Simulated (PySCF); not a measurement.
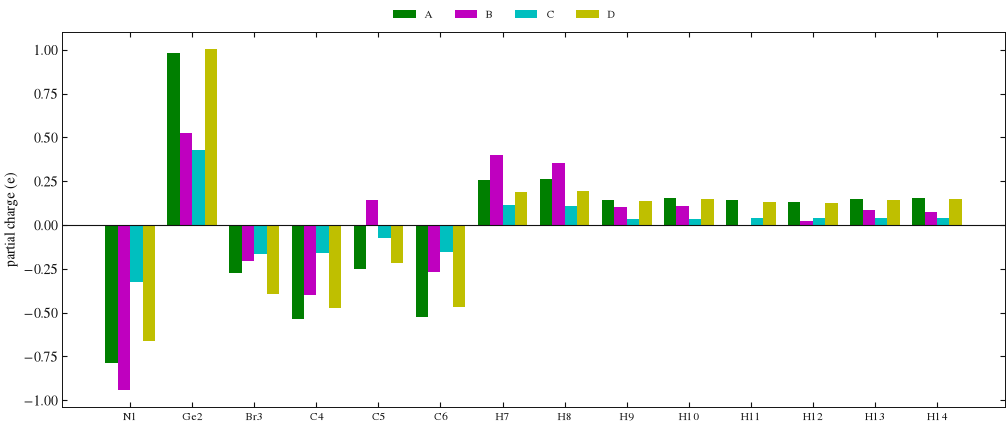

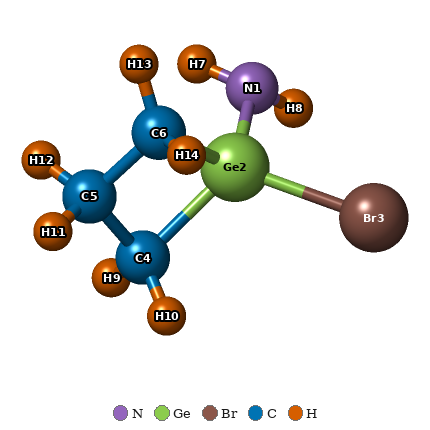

Atomic charges of C₃H₈BrGeN, SMILES [NH2][Ge]1([Br])[CH2]C[CH2]1, singlet by 4 schemes, PBE0/pcSseg-1, PySCF, at a PBE0-D3(BJ)/def2-SVP geometry (no frequency check).

The schemes are ESP fit, Hirshfeld, IAO and Mulliken. Which series is which?

Answer. A: IAO (N1 −0.79 e); B: ESP fit (N1 −0.94 e); C: Hirshfeld (N1 −0.32 e); D: Mulliken (N1 −0.66 e).

Known limits of this run: one conformer of a flexible molecule.
